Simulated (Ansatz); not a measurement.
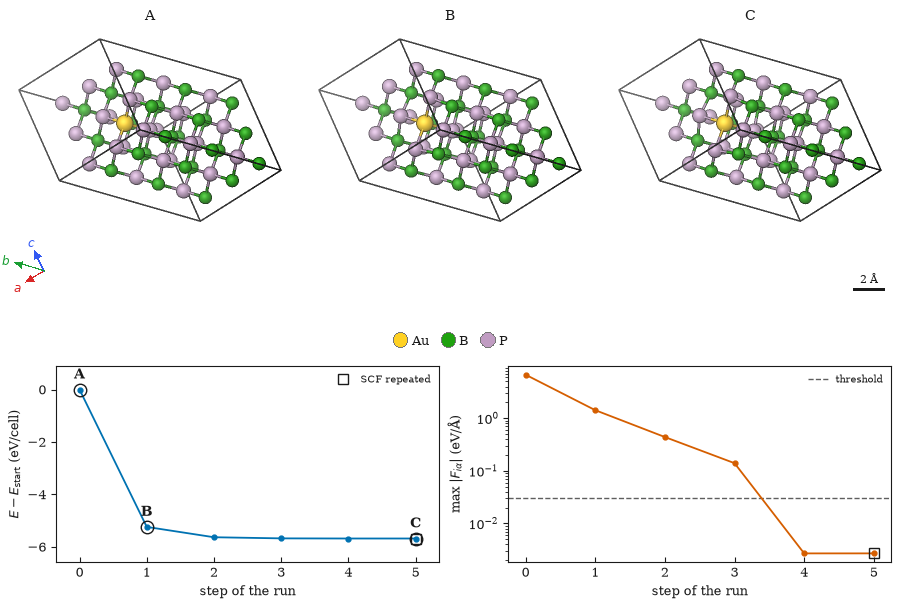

Frames of a relaxation of a defect cell of composition B26P27Au, marked on the history of the run. Style: ball-and-stick. Shown: the cell of the calculation (origin shifted), from a free direction.

Computed with DFT, PBE, plane-wave PAW, default files, scalar-relativistic in Ansatz 0.2.0. Settings: plane-wave cutoff 420 eV; k-point mesh 3 × 3 × 3; occupations fermi dirac; smearing width 0.01 eV; no spin polarisation; atoms relaxed in a fixed cell; force threshold 0.03 eV/Å; at most 40 steps.

**What happens along the run?**

Over 4 accepted moves (5 points after the start) the energy falls by 5.681 eV per cell of the calculation. Largest force component: 6.7 eV/Å at the start, 0.0027 eV/Å at the end. 1 step only repeated the SCF at the same geometry. The largest moves, 0.29 Å, are those of P atoms. By element the largest moves are P 0.29 Å, B 0.04 Å. Au stays in place. The lattice vectors keep their values. Near-neighbour distances that change, for instance: Au–P 1.965 → 2.256 Å, B–P 1.965 → 1.914 Å. Bond angles that change, for instance: P–B–P 109.5° → 101.3°, Au–P–B 109.5° → 101.8°, B–P–B 109.5° → 115.9°. The run took 3.4 min on 1 thread of Intel(R) Xeon(R) Platinum 8375C CPU @ 2.90GHz (Ice Lake), on a shared host, peak memory 1.3 GiB. From step 0 to 1: P atoms move most (0.20 Å), energy −5.239 eV per cell of the calculation. From step 1 to 5: P atoms move most (0.09 Å), energy −0.442 eV per cell of the calculation.

| step | E − E(0), meV/atom | largest force component, eV/Å | note |
| --- | --- | --- | --- |
| 0 | 0.00 | 6.7301 |  |
| 1 | -97.01 | 1.4242 |  |
| 2 | -104.31 | 0.4392 |  |
| 3 | -105.11 | 0.1399 |  |
| 4 | -105.20 | 0.0027 |  |
| 5 | -105.20 | 0.0027 | same geometry, SCF repeated |
